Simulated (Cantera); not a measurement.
Feed: 1 mol Si₃N₄, 0.25 mol CO₂, a varied amount of N₂, equilibrated at 1525 K and 1400 Pa.

Cantera equilibrium calculation (NASA polynomials, part measured and part estimated; ideal gas, pure solids and liquids). Candidate condensed phases: C, Si, SiC, SiO₂, Si₂N₂O, Si₃N₄; 34 gas species. Mutual solubility and eutectic melting of coexisting phases are not modelled. The numbers say what is thermodynamically allowed, not how fast it happens.

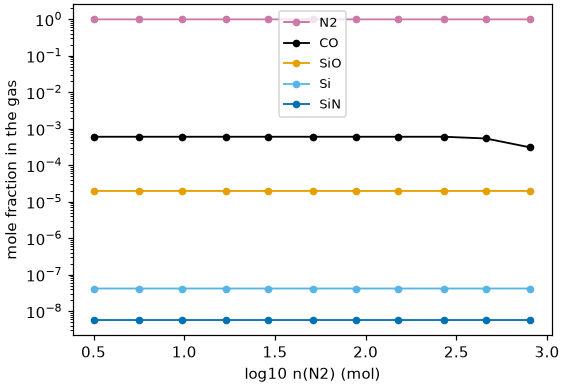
*Equilibrium gas composition (values under 1e-9 drawn at 1e-9)*

### Question
Read off the mole fractions at 270 mol N₂.

### Answer
N₂ about 1.00, CO about 0.00061, SiO about 2.0e-5, Si about 4.2e-8.
